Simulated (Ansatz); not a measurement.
**HCl···H2O2 (SMILES Cl.OO): density, localisation and related maps**

Input file:

```
crystal:
  periodic: [false, false, false]
  atoms:
    - {symbol: Cl, position_ang: [-0.144518, 0.886302, -2.510961]}
    - {symbol: H, position_ang: [-0.142642, 0.324165, -1.342615]}
    - {symbol: O, position_ang: [-0.257298, -0.538029, 0.329944]}
    - {symbol: O, position_ang: [0.529858, 0.241001, 1.224561]}
    - {symbol: H, position_ang: [-1.129519, -0.487290, 0.742389]}
    - {symbol: H, position_ang: [1.144120, -0.426247, 1.556781]}
basis:
  gaussian: {orbitals: "def2-TZVPPD.json"}
hamiltonian: {xc: pbe0, dispersion: d4}
output: {orbitals: {seedname: orbitals}}
```

Run with:

```sh
ansatz run in.yaml --threads 2 --pin off --events-out ev --progress --plain --max-ram 5222MiB
```

Geometry: PBE0-D4/def2-TZVP.

Computed with RKS PBE0-D4/def2-TZVPPD in Ansatz 0.2.0.

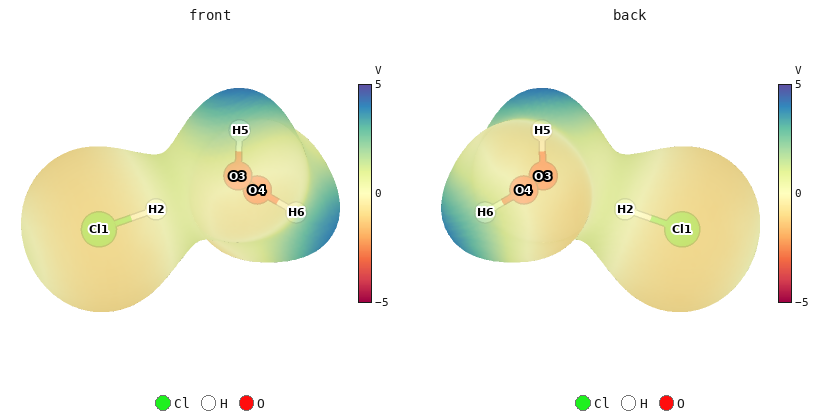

Figure 1. The electrostatic potential painted on the density surface at 0.004 e/bohr³, seen from the front and from behind; the colour scale runs from red (negative) to blue (positive).

**Which sites attract a positive test charge, and which a negative one?**

A positive charge is drawn to the negative regions and a negative charge to the positive ones. The most negative region (about −1.0 V) lies over O4, the most positive (about +4.1 V) over H5. Cl1 shows a σ-hole: about +0.3 V at the tip opposite its bond, against about −0.9 V on its flanks.

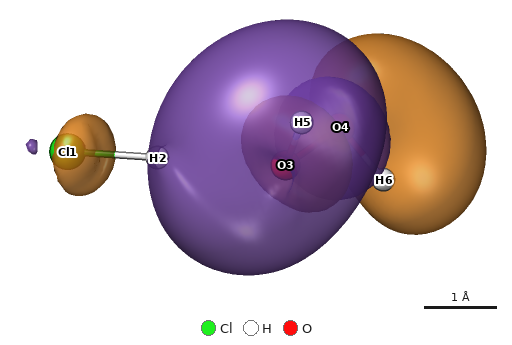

Figure 2. The LUMO at ±0.08 Å⁻³ᐟ² (orange and purple are the two phases), seen from one side.

**What is the character of this orbital?**

By Hirshfeld shares it lies mainly on O3 (about 25 %), H5 (about 25 %), O4 (about 25 %) and H6 (about 15 %). Its energy is −0.43 eV.

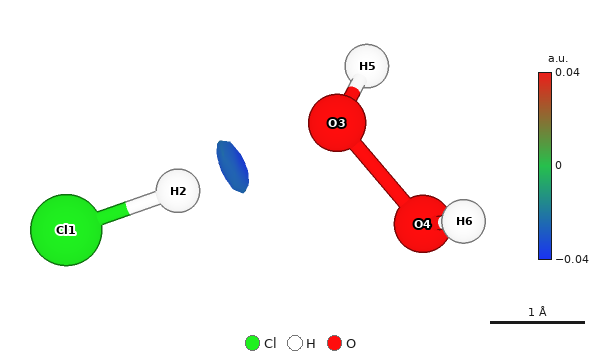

Figure 3. Non-covalent interaction (NCI) plot: the surface where the reduced density gradient is 0.5, for densities under 0.05 a.u., coloured by sign(λ₂)ρ; seen at a tilt.

**Identify the weak interactions.**

H2···O3 (1.9 Å): an attractive contact (blue).
